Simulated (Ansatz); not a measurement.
Results of LC-ωPBE in Ansatz (plane waves, PAW) for CsCl-type TlCl.

Run with plane-wave cutoff 460 eV, 8×8×8 k mesh, Fermi–Dirac smearing 0.01 eV, scalar-relativistic PAW data made under PBE.

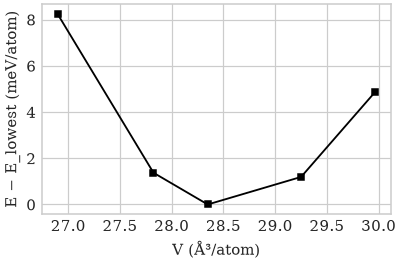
Fig. 1. Total energy against volume

**Question.** From the curve, estimate the equilibrium volume and the bulk modulus.

**Answer.** V0 ≈ 28.5 Å³/atom and B0 ≈ 25 GPa; the fit gives V0 = 28.541 Å³/atom, B0 = 24.9 GPa, B′ = 5.4.

Measured, for comparison: equilibrium volume per atom 28.35 Å³/atom (temperature not stated, not corrected to a static lattice; as tabulated in Wikipedia's data pages). Computed (rounded) less measured: equilibrium volume per atom +0.7 %.

Spin–orbit coupling is not included; it can shift volumes and moduli of such heavy elements.

The computed numbers hold no vibrational or temperature effects.

Ansatz is a first-principles code.
